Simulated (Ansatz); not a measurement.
# YHg2: stress in a strained cell

Aim: deform YHg2 (equal xx and yy strain of +2 %) and compute stress, forces and field gradients with LAPW, PAW and all-electron datasets made for the crystal.

Program: Ansatz 0.2.0. Level of theory: DFT PBEsol, scalar-relativistic. These are calculated values, not measurements.

### Step 1. Starting point

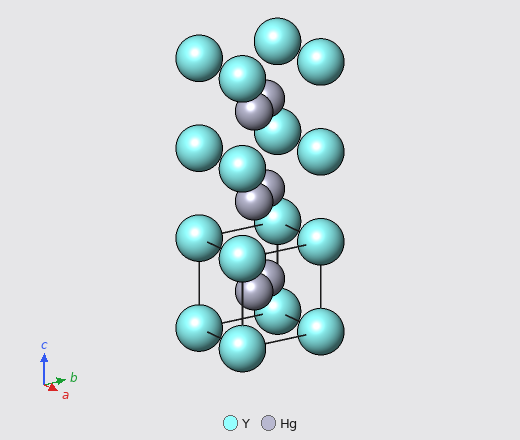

The starting structure, seen slightly off an axis (yttrium teal, mercury light grey). 1×1×3 cells are drawn. Atoms on the faces are drawn again on the opposite ones.

Coordinates:

```cif
data_structure
_symmetry_space_group_name_H-M 'P6/mmm'
_symmetry_Int_Tables_number 191
_cell_length_a 4.7710
_cell_length_b 4.7710
_cell_length_c 3.5360
_cell_angle_alpha 90.000
_cell_angle_beta 90.000
_cell_angle_gamma 120.000
_cell_volume 69.70
loop_
_atom_site_label
_atom_site_type_symbol
_atom_site_symmetry_multiplicity
_atom_site_Wyckoff_symbol
_atom_site_fract_x
_atom_site_fract_y
_atom_site_fract_z
_atom_site_occupancy
Y1 Y 1 a 0.00000 0.00000 0.00000 1
Hg1 Hg 2 d 0.33333 0.66667 0.50000 1
```

The file gives the conventional cell by its symmetry; the runs use the cell typed in the input.

Atoms are numbered in the order of the input: Y1, Hg2, Hg3.

### Step 2. The deformed structure

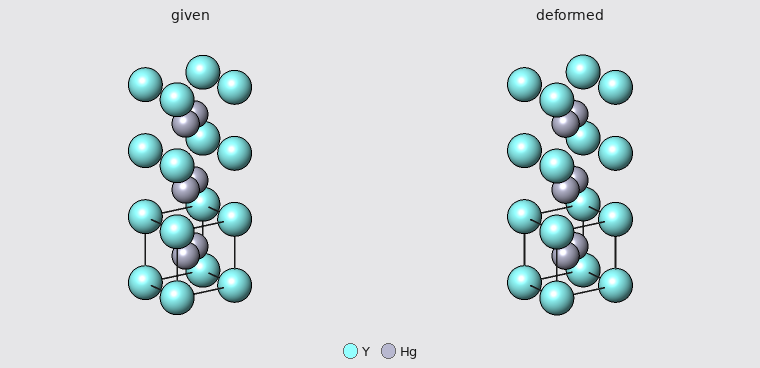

Given and deformed, at one scale.

Space group P6/mmm before, P6/mmm after.

### Step 3. Full-potential LAPW

input.yaml

```yaml
crystal:
  lattice:
    - [4.866421236, 0.0, 0.0]
    - [-2.433210618, 4.2144444159, 0.0]
    - [0.0, 0.0, 3.536]
  atoms:
    - { symbol: "Y", position: [0.0, 0.0, 0.0] }
    - { symbol: Hg, position: [0.3333333333, 0.6666666667, 0.5] }
    - { symbol: Hg, position: [0.6666666667, 0.3333333333, 0.5] }
kpoints:
  mp_grid: { grid: [10, 10, 12] }
  band_path:
    path:
      - [0.0, 0.0, 0.0]
      - [0.5, 0.0, 0.0]
      - [0.3333333333, 0.3333333333, 0.0]
      - [0.0, 0.0, 0.0]
      - [0.0, 0.0, 0.5]
      - [0.5, 0.0, 0.5]
      - [0.3333333333, 0.3333333333, 0.5]
      - [0.0, 0.0, 0.5]
      - [0.5, 0.0, 0.5]
    npoints: 5
scf:
  occupations: { method: fermi_dirac, width: 0.03 }
hamiltonian:
  xc: pbesol
  pseudopotentials: { kind: all_electron, lapw: { basis_error: 0.001 } }
output:
  forces: true
  stress: true
  eigenvalues: true
```

Started as:

```sh
$ ansatz run input.yaml --threads 1 --pin off --max-ram 4096MiB --backend cpu --events-out ev --progress --plain --runs-dir out
```

The program printed, shortened:

```text
LAPW: plane waves up to 8.331 Å⁻¹, error target 1.0e-3 eV per atom; small_component_spin mean_spin; Y in spheres of 1.405 Å, 29 of its electrons in bands, Dirac shells []; Hg in spheres of 1.405 Å, 44 of its electrons in bands, Dirac shells []
[...]
Pseudopotentials: kind: all_electron
Pseudopotential: Y, LAPW, valence charge 29, Koelling and Harmon's equation, gaussian nucleus
Pseudopotential: Hg, LAPW, valence charge 44, Koelling and Harmon's equation, gaussian nucleus
Functional definition: PBEsol
[...]
Crystal: 3 atoms, lattice volume = 72.521 Å³
Basis set: ecut = 264.44626577890085 eV, 705 PW (Γ), exchange–correlation at level 2
Bands: 71, of which v1, the nominal top of the filled ones, is band 59 counted from 1 (58 counted from 0)
Symmetry: 24 space group operations
Space group: P6/mmm (ITA 191), of the structure as read, at distance tolerance 4.2e-5 Å
k-points: 98 of 1200
[...]
SCF iter   1: F=—  HF=-1159436.886010 eV  |F-HF|=—  |Δ(HF+E_count)|=         —  Δρ=2.57e-2  dr2=8.49e-1  ethr=7.25e-4  ⟨swp⟩=2.1  Hψ=41374  notcnv=0
[...]
the basis was enlarged: its passes take 35.6 KiB over the memory plan, 1 of 1 planned eigensolver slots
[...]
SCF iter   8: F=-1159436.211904 eV  HF=-1159436.211904 eV  |F-HF|=1.51e-8  |Δ(HF+E_count)|=   2.18e-7  Δρ=9.57e-6  dr2=4.50e-8  ethr=3.06e-10  ⟨swp⟩=2.2  Hψ=20294  notcnv=0
[...]
NSCF: frozen V_eff on 41 k-points
SCF converged after 8 iterations
Free energy (F): -1159436.211904 eV
[...]
E sigma→0 (E₀):  -1159436.209063 eV
Entropy (-TS):   -0.005682 eV (-1.894 meV/atom)
Fermi energy:    17.114804 eV
[...]
--- Forces (eV/Å), atoms counted from 1 ---
  atom   1  Y      0.00000000     0.00000000     0.00000000
  atom   2  Hg     0.00000000     0.00000000     0.00000000
  atom   3  Hg    -0.00000000    -0.00000000     0.00000000
[...]
--- Stress (GPa, compression-positive) ---
       -2.844669      -0.000000       0.000000
       -0.000000      -2.844669       0.000000
        0.000000       0.000000      -3.239358
  P = ⅓ Tr σ = -2.9762 GPa (-29.762 kbar)
--- Band table (eV; the first three rows and the last of 98) ---
[...]
```

Wall time 2.5 min (1 thread of Arm Neoverse V1, shared host); peak memory 0.9 GiB.

This run gives: pressure -2.98 GPa; no gap.

### Step 4. PAW on the default files

input.yaml

```yaml
crystal:
  lattice:
    - [4.866421236, 0.0, 0.0]
    - [-2.433210618, 4.2144444159, 0.0]
    - [0.0, 0.0, 3.536]
  atoms:
    - { symbol: "Y", position: [0.0, 0.0, 0.0] }
    - { symbol: Hg, position: [0.3333333333, 0.6666666667, 0.5] }
    - { symbol: Hg, position: [0.6666666667, 0.3333333333, 0.5] }
kpoints:
  mp_grid: { grid: [10, 10, 12] }
scf:
  occupations: { method: fermi_dirac, width: 0.03 }
hamiltonian:
  xc: pbesol
  pseudopotentials: { kind: paw }
output:
  forces: true
  stress: true
  eigenvalues: true
  efg: { contact_densities: true }
  write_density: true
  write_potential: true
  elf: true
  volumetric_format: npy
```

Started as:

```sh
$ ansatz run input.yaml --threads 1 --pin off --max-ram 4096MiB --backend cpu --events-out ev --progress --plain --runs-dir out
```

The program printed, shortened:

```text
Y, Hg: output.efg is read without spin–orbit coupling, which moves field gradients at and beside such atoms by some per cent and up to a factor of two; PAW files take it under magnetization.noncollinear and magnetization.spin_orbit
[...]
Pseudopotentials: kind: paw
Pseudopotential: Y, paw, valence charge 11, recommended cutoff 420 eV (normal)
Pseudopotential: Hg, paw, valence charge 20, recommended cutoff 420 eV (normal)
[... 1 set-up line as earlier in the session ...]
[...]
Crystal: 3 atoms, lattice volume = 72.521 Å³
Basis set: ecut = 420 eV, 1397 PW (Γ), exchange–correlation on 72×72×48 points (8 copies of the dense FFT grid, shifted against one another)
Bands: 31, of which v1, the nominal top of the filled ones, is band 26 counted from 1 (25 counted from 0)
[... 2 set-up lines as earlier in the session ...]
k-points: 98 of 1200
[...]
  atom   1  Y      0.00000000    -0.00000000     0.00000000
  atom   2  Hg     0.00000000     0.00000000     0.00000000
  atom   3  Hg    -0.00000000    -0.00000000     0.00000000
[...]
--- Stress (GPa, compression-positive) ---
       -2.848924      -0.000000       0.000000
        0.000000      -2.848924       0.000000
        0.000000       0.000000      -3.237939
  P = ⅓ Tr σ = -2.9786 GPa (-29.786 kbar)
--- PAW observables at the nuclei: V_zz in 10²¹ V/m², potentials from the cell's mean, atoms counted from 1 ---
  atom   1  Y  V_zz =    -2.144314   η = 0.0000   by run symmetry: allowed
            electrostatic potential = -5719.945726 V   contact ρ = 443149.387472 e/Å³
  atom   2  Hg V_zz =   +28.197262   η = 0.0000   by run symmetry: allowed
            electrostatic potential = -16794.414134 V   contact ρ = 14111747.690707 e/Å³
  atom   3  Hg V_zz =   +28.197262   η = 0.0000   by run symmetry: allowed
            electrostatic potential = -16794.414134 V   contact ρ = 14111747.690707 e/Å³
--- Band table (eV; the first three rows and the last of 98) ---
[...]
```

It took 17 s on 1 thread of Arm Neoverse V1, shared host; peak memory 0.51 GiB.

This run gives: pressure -2.98 GPa; no gap; Vzz Y1 -2.14 (η = 0.00), Hg2 28.20 (η = 0.00) (10²¹ V/m²).

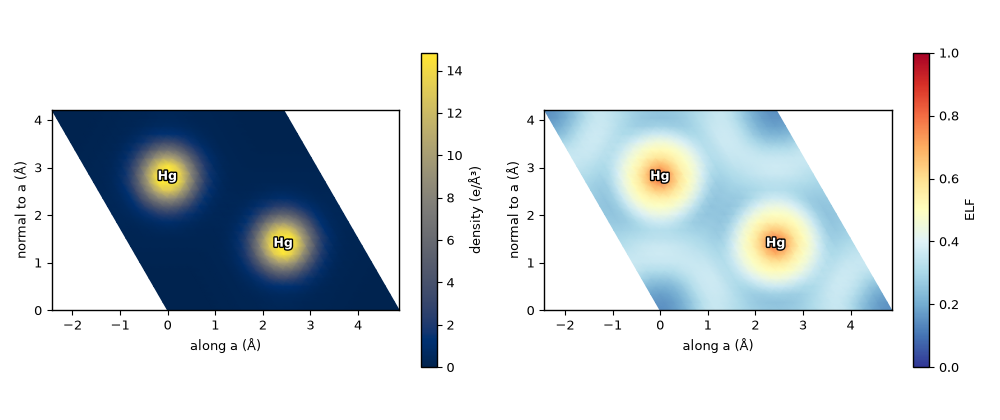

Density (left) and ELF (right) in a lattice plane of the grid's cell (edges 4.87 and 4.87 Å, at 0.500 of the third edge), which holds Hg. Only atoms in the plane are labelled; the density scale stops at 14.84 e/Å³. Both are smooth fields of the valence electrons: close to the nuclei they are not physical.

### Step 5. All-electron PAW on datasets made for the crystal

Edit input.yaml of step 4 so:

```diff
@@ -15,3 +15,3 @@
   xc: pbesol
-  pseudopotentials: { kind: paw }
+  pseudopotentials: { kind: all_electron, datasets: crystal }
 output:
@@ -21,5 +21 @@
   efg: { contact_densities: true }
-  write_density: true
-  write_potential: true
-  elf: true
-  volumetric_format: npy
```

Started as:

```sh
$ ansatz run input.yaml --threads 1 --pin off --max-ram 4096MiB --backend cpu --events-out ev --progress --plain --runs-dir out
```

The program printed, shortened:

```text
[...]
band count auto-derived: 23 (N_el = 35.0; filled up to band 18; 22 by the electrons, moments and atoms)
Y, Hg: output.efg is read without spin–orbit coupling, which moves field gradients at and beside such atoms by some per cent and up to a factor of two; PAW files take it under magnetization.noncollinear and magnetization.spin_orbit
[...]
[... 1 set-up line as earlier in the session ...]
Pseudopotential: Y, paw, valence charge 11, recommended cutoff 260 eV (normal), Koelling and Harmon's equation, gaussian nucleus
Pseudopotential: Hg, paw, valence charge 12, recommended cutoff 260 eV (normal), Koelling and Harmon's equation, gaussian nucleus
[... 1 set-up line as earlier in the session ...]
[...]
Crystal: 3 atoms, lattice volume = 72.521 Å³
Basis set: ecut = 260 eV, 693 PW (Γ), exchange–correlation on 54×54×40 points (8 copies of the dense FFT grid, shifted against one another)
[...]
       -2.842489      -0.000000       0.000000
        0.000000      -2.842489       0.000000
        0.000000       0.000000      -3.240666
  P = ⅓ Tr σ = -2.9752 GPa (-29.752 kbar)
--- PAW observables at the nuclei: V_zz in 10²¹ V/m², potentials from the cell's mean, atoms counted from 1 ---
  atom   1  Y  V_zz =    -2.132506   η = 0.0000   by run symmetry: allowed
            electrostatic potential = -5718.063208 V   contact ρ = 443214.239222 e/Å³
  atom   2  Hg V_zz =   +27.974778   η = 0.0000   by run symmetry: allowed
            electrostatic potential = -16791.343831 V   contact ρ = 14102774.073027 e/Å³
  atom   3  Hg V_zz =   +27.974778   η = 0.0000   by run symmetry: allowed
            electrostatic potential = -16791.343831 V   contact ρ = 14102774.073027 e/Å³
--- Band table (eV; the first three rows and the last of 98) ---
  k-point 0: bands = ["-26.1428", "-6.1471", "-6.1471", "-5.9522", "8.0901", "9.1536", "9.4423", "9.4423", "9.6422", "9.6422", "9.7800", "9.7800", "9.9499", "10.3867", "10.3867", "16.2649", "16.2649", "16.9784", "17.4707", "20.3015"]
[...]
```

Wall time 24 s (1 thread of Arm Neoverse V1, shared host); peak memory 0.68 GiB.

Result: pressure -2.98 GPa; no gap; Vzz Y1 -2.13 (η = 0.00), Hg2 27.97 (η = 0.00) (10²¹ V/m²).

### Step 6. Side by side

Stress (GPa, compression positive):

| method | xx | yy | zz | yz | xz | xy |
| --- | --- | --- | --- | --- | --- | --- |
| LAPW | -2.84 | -2.84 | -3.24 | 0.00 | 0.00 | 0.00 |
| PAW | -2.85 | -2.85 | -3.24 | 0.00 | 0.00 | 0.00 |
| crystal datasets | -2.84 | -2.84 | -3.24 | 0.00 | 0.00 | 0.00 |

```
          method  pressure (GPa)  Vzz Y1 (10²¹ V/m²)  Vzz Hg2 (10²¹ V/m²)  SCF cycles, by the record's count
            LAPW           -2.98                   –                    –                                  8
             PAW           -2.98               -2.14                28.20                                  6
crystal datasets           -2.98               -2.13                27.97                                  8
```

### Step 7. Outcome

| quantity | value |
| --- | --- |
| pressure | LAPW -2.98, PAW -2.98, crystal datasets -2.98 GPa |
| largest shear or deviatoric stress (LAPW) | 0.26 GPa |

The largest part of the stress beyond the pressure is 0.26 GPa in size, in the zz component; the atoms are carried along and not relaxed. No run of the undeformed cell stands beside it, so pressure and stress hold what the given cell had before the change, as far as its symmetry allows. PAW: stress within 0.01 GPa of LAPW. Crystal datasets: stress within 0.01 GPa of LAPW. Spin-orbit coupling is left out, though the cell holds Hg; in elements this heavy it can shift bands and gaps by tenths of an eV.
